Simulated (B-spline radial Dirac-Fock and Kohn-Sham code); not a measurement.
The samarium atom in the configuration [Xe] 4f6 6s2. Level of theory: independent-particle Coulomb rates on relativistic LDA orbitals, configuration-average energies from Dirac–Fock; calculated with a B-spline radial atomic code. Widths ruled by Coster–Kronig decay come out up to twice the measured ones in this model.

Before looking at the plot, say what to expect. Its caption: Auger and Coster–Kronig groups that fill an N2 (4p1/2) hole, as sticks. Kinetic energies count from the vacuum level; very weak lines are left out.

The strongest group is N2-N4N7 at 124.7 eV (33 % of the non-radiative width), followed by N2-N4N6 at 125.0 eV (16 %), N2-N4O3 at 108.9 eV (9.8 %), N2-N4O1 at 82.26 eV (7.6 %). The lines shown span 4.016 eV to 261.9 eV.

The result:

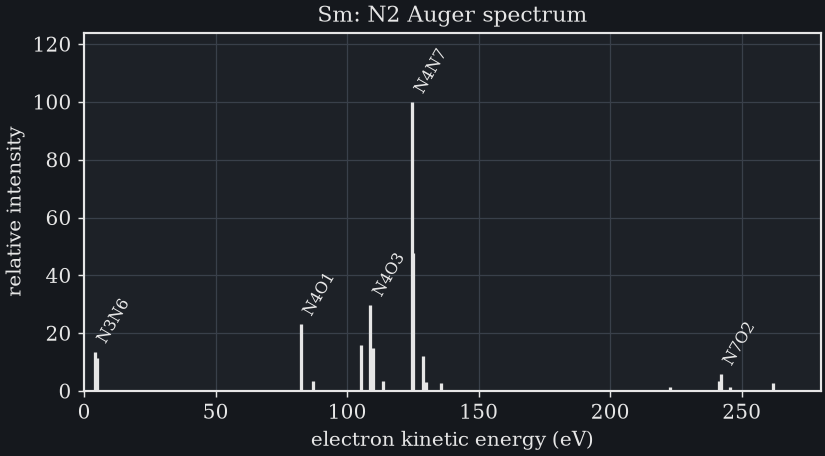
